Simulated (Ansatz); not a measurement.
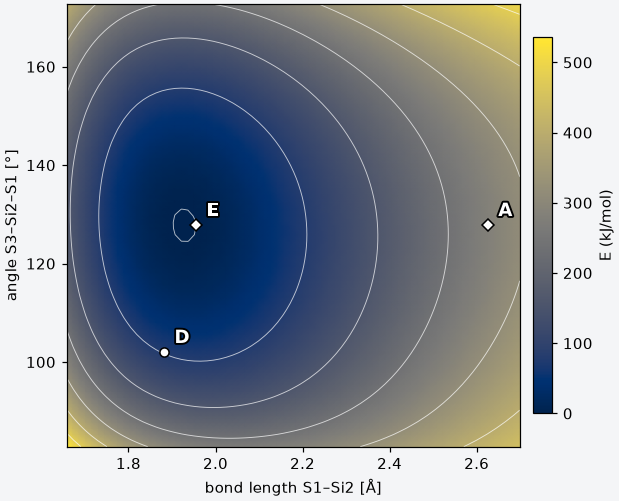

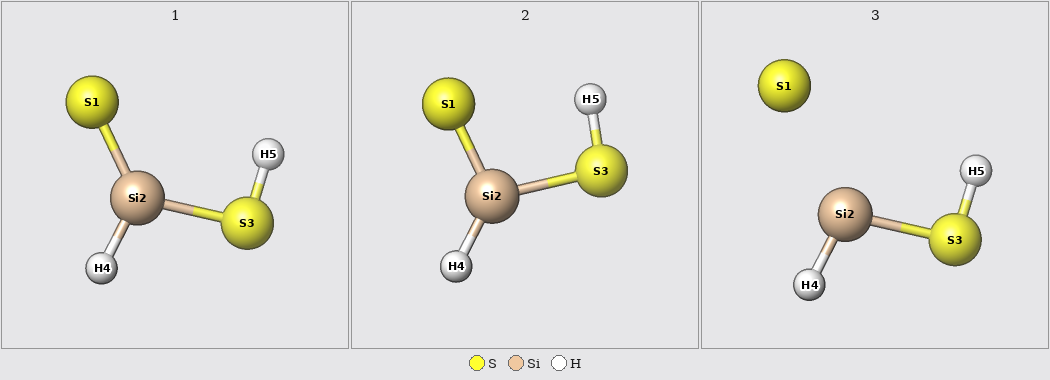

H2S2Si, SMILES S=[SiH]S. 
- First axis: bond length S1–Si2. Second axis: angle S3–Si2–S1.
- Nothing is relaxed (all other coordinates rigid).
- Grid: 15 × 15 points.
- Points are written as (first, second).
- Energies are in kJ/mol, from the lowest grid point.
- All numbers below come from RKS BHLYP-D4/def2-TZVP (Ansatz 0.2.0).

Drawn: a smooth colour map with a few white contour lines, lettered points. Between grid points the surface is interpolated. The numbered pictures are the structures at these points, in random order.

Q: Which structure belongs to which point?

A: A is structure 3: (2.625 Å, 127.8°), 281 kJ/mol; D is structure 2: (1.881 Å, 102.0°), 78 kJ/mol; E is structure 1: (1.955 Å, 127.8°), 0 kJ/mol.
